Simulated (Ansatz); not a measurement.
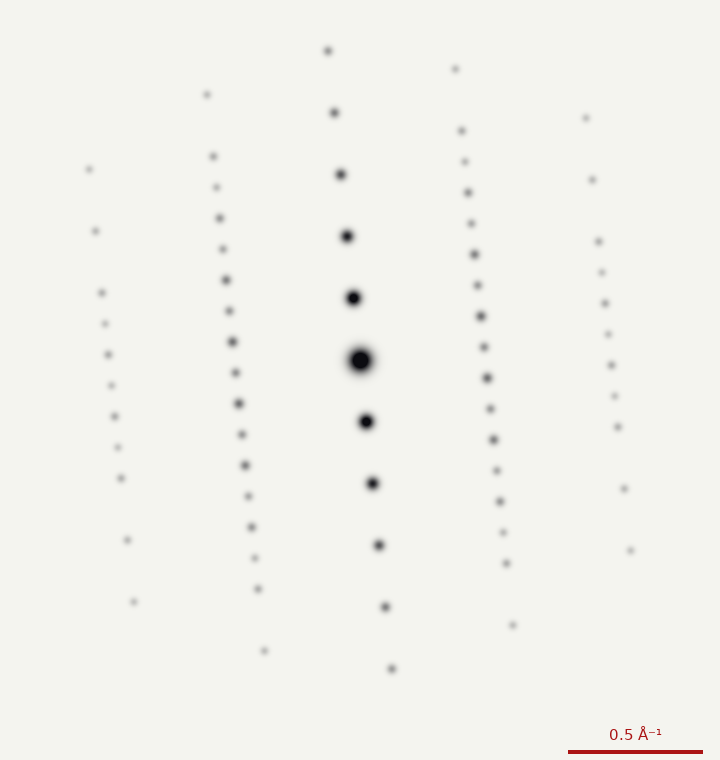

Simulated selected-area electron diffraction pattern (200 kV, kinematic approximation, thin crystal, B = 0.5 Å² for all atoms).

### Describe the geometry of this pattern.

The spots form a rectangular net whose two shortest vectors correspond to d = 8.59 Å and 2.14 Å, 90.0° apart.

### What is the point symmetry of the pattern, intensities included?

2mm.

### Which crystal and zone produced it?

This cannot be fixed from one zone alone; the pattern is [100] of C, space group P6_3/mmc (No. 194), a = 2.466 Å, c = 8.585 Å (hexagonal axes). The net vectors are 0 0 1 (itself extinct) and 0 1 0. Structure: the geometry relaxed at fixed volume with DFT PBE, spin-orbit coupling, plane waves, PAW (Ansatz 0.2.0).
